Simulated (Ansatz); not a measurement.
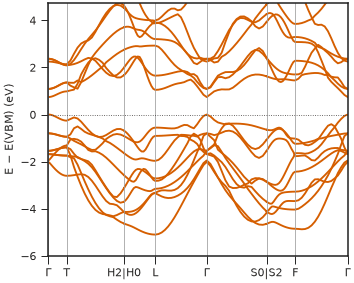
Figure. Band structure from r²SCAN+D4 (plane waves, PAW; program Ansatz)

Question: Read off the gap and where the band edges lie.

Answer: About 0.7 eV (0.74 eV by a search for the band edges); maximum at Γ, minimum at Γ.

The material is Bi₂Te₃ in space group R-3m (No. 166; Bi on 6c, Te on 6c, Te on 3a).

The r²SCAN+D4 relaxation kept the symmetry of its start. Spin–orbit coupling is left out wherever it is not named.

Potentials: the earlier of the program's two PAW sets.
